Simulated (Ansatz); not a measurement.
# Ti (hcp): from the first guess to the electronic structure, part 2 of 2

Aim: bring Ti (hcp) to zero pressure, then compute its bands, density of states and charges. The run doesn't test whether this is the element's stable form.

Ansatz 0.2.0; DFT PBEsol, scalar-relativistic, plane waves, PAW. Earlier steps stand in the parts before.

### 3 The cell, before and after

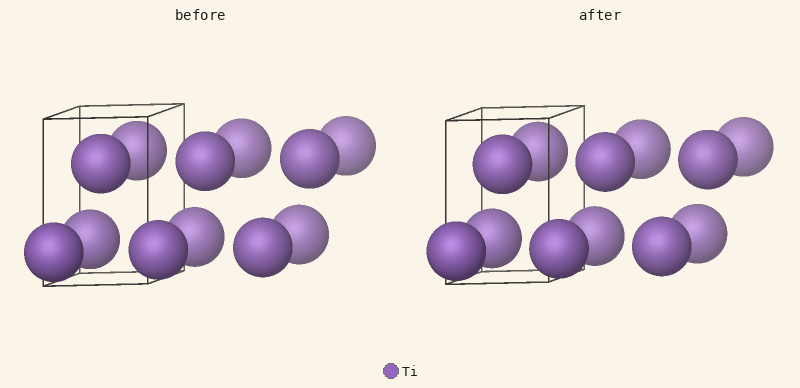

The structure before (left) and after (right), at one scale.

How the cell compares, before and after:

| cell as typed | before | after | change |
| --- | --- | --- | --- |
| a (Å) | 2.950 | 2.900 | -1.7 % |
| b (Å) | 2.950 | 2.900 | -1.7 % |
| c (Å) | 4.685 | 4.589 | -2.0 % |
| volume (Å³/atom) | 17.653 | 16.711 | -5.3 % |
| shortest distance (Å) | 2.896 | 2.840 | -1.9 % |
| space group | P6_3/mmc | P6_3/mmc | same |

### 4 Bands and density of states at the final cell

File input.yaml:

```yaml
crystal:
  lattice:
    - [2.9000745211, 0.0, 0.0]
    - [-1.4500372605, 2.5115382081, 0.0]
    - [0.0, 0.0, 4.5886343882]
  atoms:
    - { symbol: Ti, position: [0.3333333333, 0.6666666667, 0.75] }
    - { symbol: Ti, position: [0.6666666667, 0.3333333333, 0.25] }
basis:
  ecutwfc: 420
  ecutrho_ratio: 4
kpoints:
  mp_grid: { grid: [16, 16, 10] }
  band_path:
    path:
      - [[0.0, 0.0, 0.0], [0.5, 0.0, 0.0], [0.33333333, 0.33333333, 0.0], [0.0, 0.0, 0.0], [0.0, 0.0, 0.5], [0.5, 0.0, 0.5], [0.33333333, 0.33333333, 0.5], [0.0, 0.0, 0.5]]
      - [[0.5, 0.0, 0.5], [0.5, 0.0, 0.0]]
      - [[0.33333333, 0.33333333, 0.5], [0.33333333, 0.33333333, 0.0]]
    npoints: 14
hamiltonian:
  xc: pbesol
scf:
  occupations: { method: gaussian, width: 0.05 }
output:
  forces: true
  stress: true
  eigenvalues: true
  populations: true
  dos: { projected: true, de: 0.02, nscf_kmesh: { grid: [24, 24, 15] } }
  bader: true
```

Output, shortened:

```text
Warning: RAYON_NUM_THREADS=4 ignored (pool sized by the plan → 4); use --threads N
[...]
Pseudopotentials: kind: paw
Pseudopotential: Ti, paw, valence charge 12, recommended cutoff 420 eV (normal), Ti.paw.azcp
Functional definition: PBEsol
[...]
Crystal: 2 atoms, lattice volume = 33.422 Å³
Basis set: ecut = 420 eV, 627 PW (Γ), exchange–correlation on 40×40×64 points (8 copies of the dense FFT grid, shifted against one another)
Bands: 16, of which v1, the nominal top of the filled ones, is band 12 counted from 1 (11 counted from 0)
Symmetry: 24 space group operations
Space group: P63/mmc (ITA 194), of the structure as read, at distance tolerance 3.2e-5 Å
k-points: 180 of 2560
[...]
SCF iter   1: F=—  HF=-4947.800658 eV  |F-HF|=—  |Δ(HF+E_count)|=         —  Δρ=8.56e-3  dr2=1.82e-2  ethr=1.77e-3  ⟨swp⟩=4.1  Hψ=11795  notcnv=0
[...]
E sigma→0 (E₀):  -4947.792862 eV
Entropy (-TS):   -0.002657 eV (-1.328 meV/atom)
Fermi energy:    13.882701 eV
[...]
--- Forces (eV/Å), atoms counted from 1 ---
  atom   1  Ti    -0.00000000     0.00000000     0.00000000
  atom   2  Ti     0.00000000    -0.00000000     0.00000000
[...]
--- Stress (GPa, compression-positive) ---
        0.073811      -0.000000       0.000000
       -0.000000       0.073811       0.000000
        0.000000       0.000000      -0.007486
  P = ⅓ Tr σ = 0.0467 GPa (0.467 kbar)
--- Band table (eV; the first three rows and the last of 180) ---
  k-point 0: bands = ["-42.6464", "-42.4811", "-19.4095", "-18.6704", "-18.6704", "-18.5893", "-18.5544", "-18.5544", "7.5963", "11.0855", "14.6684", "14.6684", "14.7585", "14.8038", "15.2027", "15.2027"]
[...]
--- Löwdin populations: 2 sites ---
  site symbol       q [e]
     0     Ti     11.8737
     1     Ti     11.8737
  spilling = 0.010525 (of n_electrons = 24.000000)
--- Bader charges: 2 sites ---
  site symbol  charge [e]  shift [e]
     0     Ti      0.0000     0.0000
     1     Ti      0.0000     0.0000
  estimated error of the sums over rays = 3.6e-4 e
```

Wall time 3.3 s (4 threads of an x86-64 CPU, shared host); peak memory 0.51 GiB.

In short: volume 16.711 Å³/atom, pressure 0.05 GPa, metallic.

From the band file, the three levels under and over the Fermi level at the path's corners (eV, zero at the Fermi level):

```csv
point,filled,empty
Γ,-6.29 -2.80,
M,-2.29 -1.97 -0.60,0.46 0.65
K,-1.43 -1.43 -1.35,0.22 0.22
A,-4.38 -4.38,0.08 0.08
L,-2.67 -0.87 -0.87,
H,-1.15 -0.20 -0.20,
```

Empty levels over 0.7 eV, where the set of bands solved is no longer complete, are left out.

Where fewer filled levels are listed, no further ones lie within 9 eV under the Fermi level in the band file.

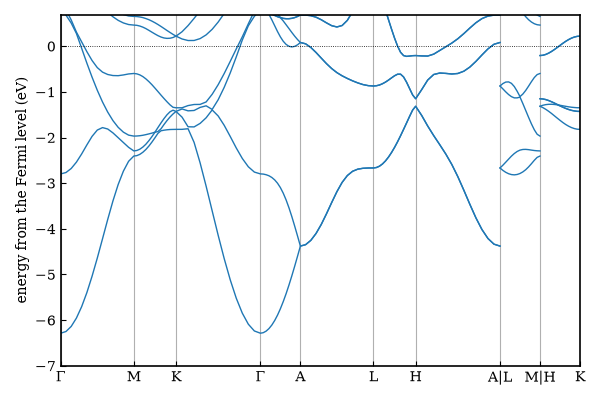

Bands along the path. Levels are joined in order of energy over 14 intervals a leg, so crossings can look like kinks. Deeper bands lie below the window.

Counts of states by energy window, in eV from the Fermi level:

```csv
from,to,total,Ti 3d,Ti 4s
-7,-6,0.01,0.00,0.01
-6,-5,0.16,0.00,0.13
-5,-4,0.30,0.02,0.25
-4,-3,0.57,0.13,0.40
-3,-2,1.80,1.22,0.53
-2,-1,2.46,2.18,0.18
-1,0,2.62,2.33,0.12
```

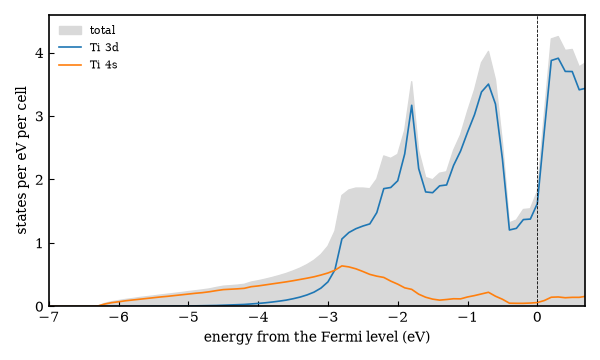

Total and projected density of states, in bins of 0.1 eV; the range shown is -7 to 0.683 eV.

The projection uses the shells of the potentials' files: it has no valence p orbitals on Ti, so such weight is missing from the shares.

### 5 What came out

What follows sums up all 2 parts. Changes of volume or cell count from the first structure of part 1.

```
                 quantity                                                                       value
              space group                                                          P6_3/mmc (No. 194)
        conventional cell  a = 2.900 Å, b = 2.900 Å, c = 4.589 Å, α = 90.00°, β = 90.00°, γ = 120.00°
                   volume                                                              16.711 Å³/atom
                 pressure                                                                    0.05 GPa
                      gap                                                                none (metal)
states at the Fermi level     about 2.7 (mean within 0.5 eV; 1.8 at the level itself) per eV per cell
```

Over the one relaxation shown the cell moved from 17.65 to 16.71 Å³/atom, a change of -5.3 %, where the pressure is zero within 0.05 GPa. Bands cross the Fermi level, so it is a metal at this level; the largest share of the states at the Fermi level is Ti 3d (96 % of the projected weight). A measured lattice constant a of Ti is 2.9536 Å (298 K; “Impact of oxygen ordering on titanium lattice parameters”, 2024, arxiv:2402.07147); the calculated 2.900 Å misses it by -1.8 %. 4 values of this kind are on record (2.9536 to 2.9646 Å); this one was drawn at random, colder ones first, those with a stated uncertainty first. The calculation is for 0 K without zero-point motion. A measured lattice constant c of Ti is 4.685 Å (298 K; “Impact of oxygen ordering on titanium lattice parameters”, 2024, arxiv:2402.07147); the calculated 4.589 Å misses it by -2.1 %. 4 values of this kind are on record (4.685 to 4.7036 Å); this one was drawn at random, colder ones first, those with a stated uncertainty first.
